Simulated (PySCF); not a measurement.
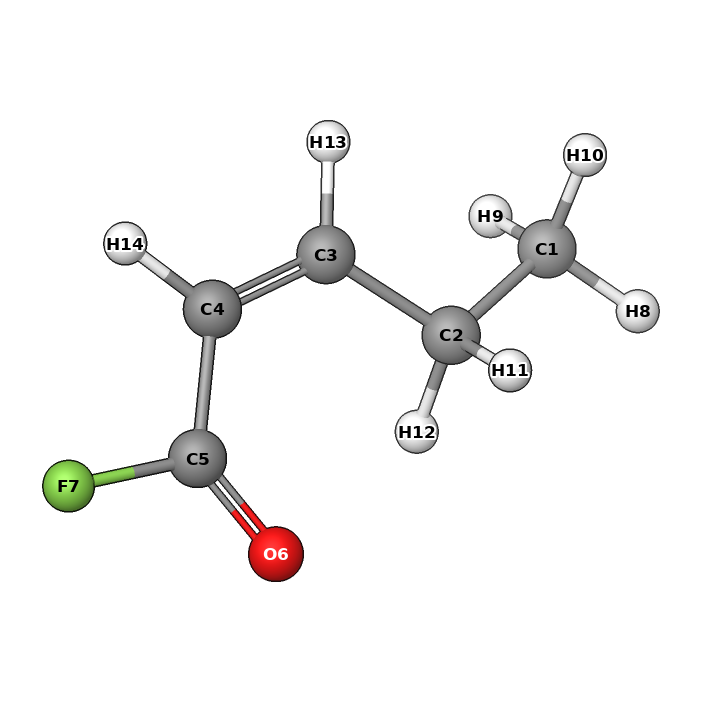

Computed geometry: GFN2-xTB optimisation. No frequency run is at hand to confirm it as a minimum. Level of theory: B3LYP/pcJ-1 indirect spin-spin coupling, non-relativistic, gas phase (PySCF 2.14.0). Isotopes: 13C, 19F, 1H, 17O.

Give the spin–spin coupling constants of these pairs, with the number of bonds between them: C5/F7, C4/F7, O6/F7, C3/F7, F7/H14.

| pair | bonds apart | J (Hz) |
| --- | --- | --- |
| C5, F7 | 1 | −392.2 |
| C4, F7 | 2 | 75.3 |
| O6, F7 | 2 | 65.6 |
| C3, F7 | 3 | 20.2 |
| F7, H14 | 3 | −6.2 |

Density functionals are unreliable for couplings to fluorine, so those rows may be far off.
